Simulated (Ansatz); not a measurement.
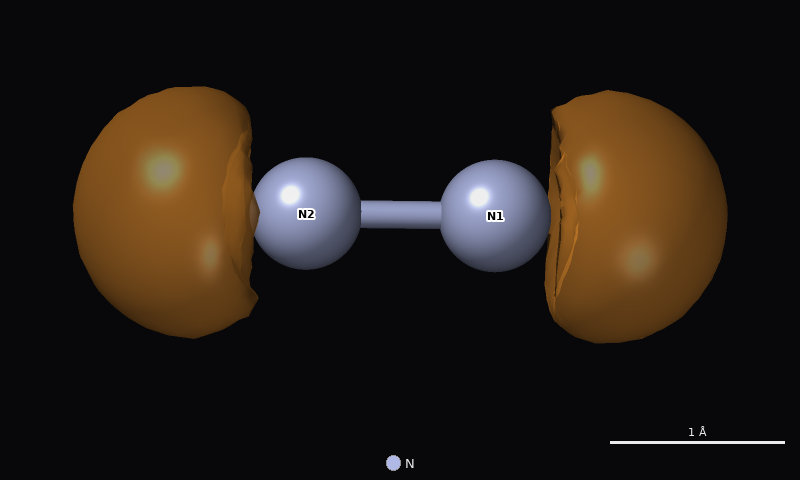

*N$_{2}$. Isosurface of the electron localisation function at 0.9 (orange), seen from one side. Core shells and regions of very low density are left out.*

Geometry: PBE0-D4/def2-TZVP.

These are results of Ansatz, RKS PBE0-D4/def2-TZVPPD, not measurements.

```xyz
2

N     0.0000   -0.3676   -2.0923
N     0.4534   -0.1256   -3.0528
```

> Describe the localisation domains.

The ELF exceeds this value in two lobes on N, pointing away from the bonds (lone pairs).

Values along the shortest contacts:
N–N (1.09 Å): the ELF peaks at about 0.85 between the atoms; a short, multiple covalent bond.
